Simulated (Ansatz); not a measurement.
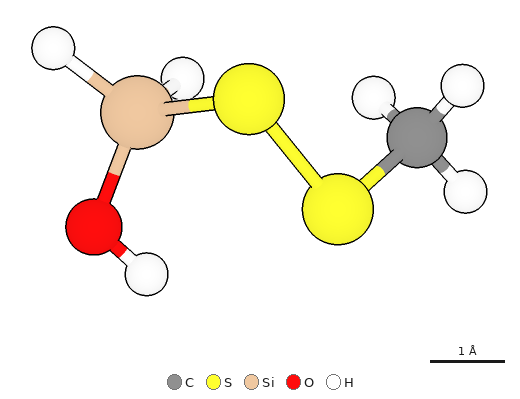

Starting structure of CH6OS2Si. A ball-and-stick model, seen face on.

The start comes from PBE-D4/def2-SVP.

Level of theory: RKS PBE0-D4/def2-TZVP (Ansatz 0.2.0).

Input
```yaml
crystal:
  periodic: [false, false, false]
  atoms:
    - {symbol: C, position_ang: [-0.924659, -0.645573, 1.756531]}
    - {symbol: S, position_ang: [-1.432811, -0.632460, 0.004471]}
    - {symbol: S, position_ang: [-1.010298, 1.363053, -0.566571]}
    - {symbol: Si, position_ang: [1.006540, 0.853714, -1.214022]}
    - {symbol: O, position_ang: [1.009546, -0.346574, -2.378768]}
    - {symbol: H, position_ang: [-1.536020, 0.064321, 2.345326]}
    - {symbol: H, position_ang: [-1.112044, -1.678092, 2.117232]}
    - {symbol: H, position_ang: [0.151811, -0.410433, 1.865699]}
    - {symbol: H, position_ang: [1.583465, 2.082279, -1.847098]}
    - {symbol: H, position_ang: [1.785741, 0.440140, 0.006784]}
    - {symbol: H, position_ang: [0.544129, -1.147273, -2.068985]}
basis:
  gaussian: {orbitals: def2-TZVP}
hamiltonian: {xc: pbe0, dispersion: d4}
relax: {f_tol: 0.005, max_steps: 150}
```

Run as
```bash
ansatz run in.yaml --threads 4 --pin off --events-out ev --progress --plain --max-ram 10444MiB
```

### What does the optimiser find from here?

The largest move after the best rigid fit is that of H11, 0.17 Å. By element the largest moves are H 0.17 Å, S 0.08 Å, O 0.08 Å, Si 0.04 Å, C 0.04 Å. Near-neighbour distances that change, for instance: S2–S3 2.118 → 2.064 Å, S3–Si4 2.179 → 2.142 Å, Si4–O5 1.673 → 1.638 Å, C1–S2 1.824 → 1.800 Å. Bond angles that change, for instance: Si4–O5–H11 111.5° → 115.5°. The energy falls by 8.60 kJ/mol in 8 geometry steps. The largest force component goes from 0.99 to 0.0034 eV/Å. Cost: 30 s on 4 threads of Arm Neoverse V2 (shared host).

History of the run:

```
step  E − E(0), kJ/mol  largest force component, eV/Å
   0              0.00                         0.9891
   1             -7.08                         0.5175
   2             -8.11                         0.1954
   3             -8.33                         0.0757
   4             -8.52                         0.0344
   5             -8.57                         0.0270
   6             -8.60                         0.0191
   7             -8.60                         0.0034
   8             -8.60                         0.0034
```

The structure at the end:

```xyz
11

C    -0.9219   -0.6136    1.7788
S    -1.3966   -0.6540    0.0429
S    -1.0107    1.2812   -0.5625
Si    0.9798    0.8232   -1.2090
O     1.0169   -0.2799   -2.4188
H    -1.5370    0.1004    2.3250
H    -1.1029   -1.6195    2.1650
H     0.1340   -0.3681    1.8886
H     1.5685    2.0687   -1.7515
H     1.7224    0.3325   -0.0198
H     0.6129   -1.1278   -2.2183
```

The end point in the same view:

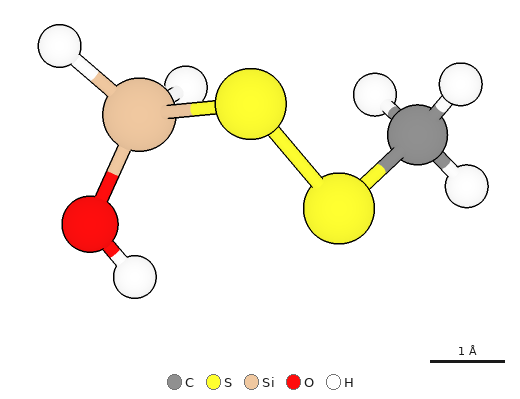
